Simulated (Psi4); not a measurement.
# [C2H2F2]+ (SMILES [CH2+][C](F)F) at 3 levels

We compute a comparison of 3 runs (UHF/STO-3G, UB3LYP/6-31G*, UPBE0/def2-SVP) of [C2H2F2]+. 

The results are computed with Psi4 1.11.

6 further runs of the same task are left out: 1 that didn't finish, 5 set aside as unsound or not needed.

**1. Starting point**

[C2H2F2]+ has 6 atoms, charge +1, and is taken as a doublet. As SMILES, `[CH2+][C](F)F`. Geometry: relaxed at GFN2-xTB. This is one conformer, not always the lowest.

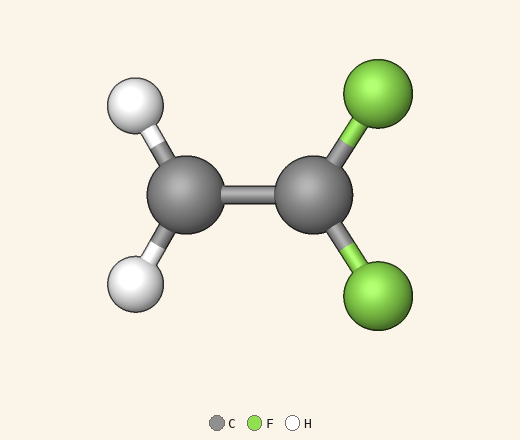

Viewed from a chosen angle; carbon grey, fluorine green, hydrogen white.

**2. The energy at UHF/STO-3G (run 1)**

Contents of run_ase.py:

```python
import numpy as np
from ase.calculators.psi4 import Psi4
from ase import Atoms

mol = Atoms(['C', 'C', 'F', 'F', 'H', 'H'], positions=[
    [-0.311240, 0.627880, -0.251470],
    [0.269710, -0.543000, 0.216990],
    [-0.401710, -1.524620, 0.680470],
    [1.529160, -0.747770, 0.228470],
    [0.308060, 1.437100, -0.637380],
    [-1.393960, 0.750410, -0.237080],
])
calc = Psi4(atoms=mol, method='scf', basis='STO-3G', memory='1600MB', num_threads=1, charge=1, multiplicity=2, label='c2h2f2', reference='uhf')
calc.psi4.set_options({'puream': True, 'e_convergence': 1e-09, 'd_convergence': 1e-08, 'scf_type': 'pk', 'maxiter': 200})
mol.calc = calc

print(f'energy: {mol.get_potential_energy():.6f} eV')
```

Launch:

```
$ python run_ase.py
```

c2h2f2.dat:

```text
[...]
  Running in c1 symmetry.
[...]
  Nuclear repulsion =  118.497686943311933
[...]
  Multiplicity = 2
[...]
  Nalpha       = 16
  Nbeta        = 15
[...]
    Number of basis functions: 22
[...]
   @UHF iter   1:  -271.58844266115477   -1.54420e+00   2.12392e-02 ADIIS/DIIS
[...]
   @UHF iter  15:  -271.74138568187135   -1.13687e-13   2.19572e-09 DIIS
[...]
   @S^2 Observed:                7.597146202E-01
[...]
    Orbital Energies [Eh]
    ---------------------
    Alpha Occupied:
       1A    -26.439633     2A    -26.439349     3A    -11.661562
       4A    -11.427549     5A     -1.989359     6A     -1.911308
       7A     -1.368011     8A     -1.117346     9A     -1.027832
      10A     -1.011116    11A     -1.003446    12A     -0.875936
      13A     -0.864691    14A     -0.853838    15A     -0.837352
      16A     -0.697666
    Alpha Virtual:
      17A     -0.102057    18A      0.230671    19A      0.244253
      20A      0.356780    21A      0.494443    22A      0.541494
[...]
  @UHF Final Energy:  -271.74138568187135
   => Energetics <=
    Nuclear Repulsion Energy =            118.4976869433119333
    One-Electron Energy =                -602.4376697222113535
    Two-Electron Energy =                 212.1985970970280846
    Total Energy =                       -271.7413856818713498
  UHF NO Occupations:
  HONO-2 :   14  A 1.9983713
  HONO-1 :   15  A 1.9979624
[...]
 Multipole Moments:
 ------------------------------------------------------------------------------------
     Multipole            Electronic (a.u.)      Nuclear  (a.u.)        Total (a.u.)
 ------------------------------------------------------------------------------------
 L = 1.  Multiply by 2.5417464519 to convert [e a0] to [Debye]
 Dipole X            :          1.5569405           -2.0779374           -0.5209969
 Dipole Y            :         -3.1358530            4.1870476            1.0511945
 Dipole Z            :          1.2537910           -1.6742951           -0.4205041
 Magnitude           :                                                    1.2463031
[...]
```

Standard output:

```text
energy: -7394.459745 eV
```

It took 1.3 s on 1 thread of Intel Xeon 6975P-C (Granite Rapids), shared host; peak memory 0.19 GiB.

**3. Energy and forces at UB3LYP/6-31G(d) (spherical functions) (run 2)**

Contents of calc.in:

```
memory 1600 mb

molecule {
  1 2
  C
  C 1 1.388495
  F 2 1.2764 1 123.43163
  F 2 1.27604 3 113.11067 1 179.98849
  H 1 1.089631 2 120.52734 4 0.00216
  H 1 1.089726 5 119.06983 2 179.93391
  symmetry c1
  no_reorient
  no_com
}

set reference uks
set puream true
set e_convergence 1e-09
set d_convergence 1e-08
set scf_type pk
set dft_radial_points 99
set dft_spherical_points 590
set maxiter 200

e_tot, wfn = gradient('b3lyp/6-31G*', return_wfn=True)
oeprop(wfn, 'WIBERG_LOWDIN_INDICES', 'LOWDIN_CHARGES', 'QUADRUPOLE')
```

Launch:

```
$ psi4 calc.in calc.out -n 1
```

calc.out, cut to the lines that bear on the results:

```text
[...]
  Running in c1 symmetry.
[...]
  Nuclear repulsion =  118.497660641717800
[...]
  Multiplicity = 2
[...]
  Nalpha       = 16
  Nbeta        = 15
[...]
    Number of basis functions: 60
[...]
   @UKS iter   1:  -276.63040856485867    1.25465e-01   6.29221e-03 ADIIS/DIIS
[...]
   @UKS iter  12:  -276.69381432419954   -2.44427e-12   3.82988e-09 DIIS
[...]
   @S^2 Observed:                7.518975903E-01
[...]
  @UKS Final Energy:  -276.69381432419954
   => Energetics <=
    Nuclear Repulsion Energy =            118.4976606417178004
    One-Electron Energy =                -607.1550115709568445
    Two-Electron Energy =                 237.9463518291374271
    DFT Exchange-Correlation Energy =     -25.9828152240978945
    Empirical Dispersion Energy =           0.0000000000000000
    VV10 Nonlocal Energy =                  0.0000000000000000
    Total Energy =                       -276.6938143241995363
[...]
  -Total Gradient:
     Atom            X                  Y                   Z
    ------   -----------------  -----------------  -----------------
       1        0.000062987454     0.000210145218     0.025914863759
       2        0.000012362139     0.000172795949    -0.036577937390
       3       -0.000006410942    -0.001944826313     0.008551077930
       4       -0.000015252396     0.001668656554     0.008360950927
       5       -0.000022072331    -0.000192861816    -0.003177632191
       6       -0.000031590144     0.000086228273    -0.003098120090
[...]
 Multipole Moments:
 ------------------------------------------------------------------------------------
     Multipole            Electronic (a.u.)      Nuclear  (a.u.)        Total (a.u.)
 ------------------------------------------------------------------------------------
 L = 1.  Multiply by 2.5417464519 to convert [e a0] to [Debye]
 Dipole X            :          0.0006378           -0.0008083           -0.0001706
 Dipole Y            :          0.0012262           -0.0006193            0.0006069
 Dipole Z            :          3.3714380           -4.9651245           -1.5936864
 Magnitude           :                                                    1.5936865
 L = 2.  Multiply by 1.3450342976 to convert [e a0^2] to [Debye ang]
 Quadrupole XX       :        -13.8999124            0.0000038          -13.8999086
 Quadrupole XY       :          0.0061215           -0.0055398            0.0005817
[...]
```

Run time: 12 s. Hardware: 1 thread of Intel Xeon 6975P-C (Granite Rapids), shared host; peak memory 0.76 GiB.

**4. Energy and forces at UPBE0/def2-SVP (run 3)**

Contents of input.json:

```json
{
 "schema_name": "qcschema_input",
 "schema_version": 1,
 "molecule": {
  "schema_name": "qcschema_molecule",
  "schema_version": 2,
  "symbols": ["C", "C", "F", "F", "H", "H"],
  "geometry": [-0.58815836, 1.18652124, -0.47520943, 0.50967803, -1.02612129, 0.41005167, -0.75912188, -2.88111424, 1.28590194, 2.8896936, -1.4130805, 0.43174573, 0.58214903, 2.71572541, -1.20447364, -2.63420263, 1.41806938, -0.44801627],
  "molecular_charge": 1,
  "molecular_multiplicity": 2,
  "fix_symmetry": "c1"
 },
 "driver": "gradient",
 "model": {
  "method": "pbe0",
  "basis": "def2-SVP"
 },
 "keywords": {
  "reference": "uks",
  "puream": true,
  "e_convergence": 1e-09,
  "d_convergence": 1e-08,
  "scf_type": "pk",
  "dft_radial_points": 99,
  "dft_spherical_points": 590,
  "maxiter": 200,
  "scf_properties": ["MULLIKEN_CHARGES", "QUADRUPOLE", "MAYER_INDICES"]
 }
}
```

Launch:

```
$ psi4 --qcschema input.json -n 1 --memory 1600MB
```

stdout, cut to the lines that bear on the results:

```text
[...]
  Running in c1 symmetry.
[...]
  Nuclear repulsion =  118.497687052403251
[...]
  Multiplicity = 2
[...]
  Nalpha       = 16
  Nbeta        = 15
[...]
    Number of basis functions: 66
[...]
   @UKS iter   1:  -276.14579878524233    1.36905e-01   5.47102e-03 ADIIS/DIIS
[...]
   @UKS iter  12:  -276.20706557414411   -4.09273e-12   4.65226e-09 DIIS
[...]
   @S^2 Observed:                7.523181897E-01
[...]
  @UKS Final Energy:  -276.20706557414411
   => Energetics <=
    Nuclear Repulsion Energy =            118.4976870524032506
    One-Electron Energy =                -606.6205254852908411
    Two-Electron Energy =                 236.0386638248679105
    DFT Exchange-Correlation Energy =     -24.1228909661244195
    Empirical Dispersion Energy =           0.0000000000000000
    VV10 Nonlocal Energy =                  0.0000000000000000
    Total Energy =                       -276.2070655741441101
[...]
 Multipole Moments:
[...]
  Mulliken Charges: (a.u.)
   Center  Symbol    Alpha    Beta     Spin     Total
       1     C     3.35159  2.60897  0.74263  0.03944
       2     C     2.83450  2.64533  0.18917  0.52017
       3     F     4.52822  4.45905  0.06917  0.01273
       4     F     4.52802  4.45884  0.06918  0.01314
       5     H     0.37882  0.41389 -0.03507  0.20730
       6     H     0.37884  0.41393 -0.03509  0.20723
   Total alpha = 16.00000, Total beta = 15.00000, Total charge =  1.00000
  Mayer Bond Indices:
[...]
  -Total Gradient:
     Atom            X                  Y                   Z
    ------   -----------------  -----------------  -----------------
       1        0.007693027031    -0.015092823487     0.005967152412
       2       -0.022735509254     0.046189318830    -0.018508982925
       3       -0.008950153180    -0.022511155071     0.010241972105
       4        0.024278596386    -0.008957860974     0.002393054522
       5       -0.005272360486    -0.001837581493     0.001135002874
       6        0.004976022640     0.002231275153    -0.001236708943
[...]
```

The result, in JSON:

```text
{
 "driver": "gradient",
 "model": {
  "method": "pbe0",
  "basis": "def2-SVP"
 },
 "success": true,
 "return_result": [0.007693027031338756, -0.01509282348740179, 0.005967152412179717, -0.022735509254362185, 0.04618931883009014, -0.018508982924795768, -0.00895015317977571, -0.022511155071137323, 0.010241972104593294, 0.024278596386124507, -0.00895786097414776, 0.0023930545221460355, -0.005272360486438768, -0.0018375814928147383, 0.0011350028744602503, 0.004976022639737787, 0.0022312751529904723, -0.0012367089428112826],
 "properties": {
  "calcinfo_nbasis": 66,
  "calcinfo_nmo": 66,
  "calcinfo_nalpha": 16,
  "calcinfo_nbeta": 15,
  "calcinfo_natom": 6,
  "nuclear_repulsion_energy": 118.49768705240325,
  "return_energy": -276.2070655741441,
  "return_gradient": [0.007693027031338756, -0.01509282348740179, 0.005967152412179717, -0.022735509254362185, 0.04618931883009014, -0.018508982924795768, -0.00895015317977571, -0.022511155071137323, 0.010241972104593294, 0.024278596386124507, -0.00895786097414776, 0.0023930545221460355, -0.005272360486438768, -0.0018375814928147383, 0.0011350028744602503, 0.004976022639737787, 0.0022312751529904723, -0.0012367089428112826],
  "scf_one_electron_energy": -606.6205254852908,
  "scf_two_electron_energy": 236.0386638248679,
  "scf_xc_energy": -24.12289096612442,
  "scf_dipole_moment": [-0.6911036903162728, 1.394354031042937, -0.557764079359973],
  "scf_total_energy": -276.2070655741441,
  "scf_total_gradient": [0.007693027031338756, -0.01509282348740179, 0.005967152412179717, -0.022735509254362185, 0.04618931883009014, -0.018508982924795768, -0.00895015317977571, -0.022511155071137323, 0.010241972104593294, 0.024278596386124507, -0.00895786097414776, 0.0023930545221460355, -0.005272360486438768, -0.0018375814928147383, 0.0011350028744602503, 0.004976022639737787, 0.0022312751529904723, -0.0012367089428112826],
  "scf_iterations": 12
 }
}
```

Run time: 12 s. Hardware: 1 thread of Intel Xeon 6975P-C (Granite Rapids), shared host; peak memory 0.8 GiB.

**5. All runs side by side**

| run | level | task | integration grid | energy (Eh) | HOMO energy (eV) | LUMO energy (eV) | ⟨S²⟩ | wall time |
| --- | --- | --- | --- | --- | --- | --- | --- | --- |
| 1 | UHF/STO-3G | energy | – | -271.741386 | -18.98 | -6.05 | 0.760 | 1.3 s |
| 2 | UB3LYP/6-31G* (spherical functions) | gradient | 99 radial × 590 angular | -276.693814 | -16.10 | -12.61 | 0.752 | 12 s |
| 3 | UPBE0/def2-SVP | gradient | 99 radial × 590 angular | -276.207066 | -16.66 | -12.49 | 0.752 | 12 s |

**6. Outcome**

| quantity | value |
| --- | --- |
| run 3: total energy | -276.20707 Eh |
| run 3: HOMO energy (highest over α and β) | -16.66 eV |
| run 3: LUMO energy (lowest over α and β) | -12.49 eV |
| run 3: ⟨S²⟩ | 0.752 |
| run 3: largest force on an atom | 2.813 eV/Å |

In words: Totals of different functionals can't be ranked against each other. In run 1 the basis is minimal, so the values are rough. All runs together took 26 s, the longest 12 s.
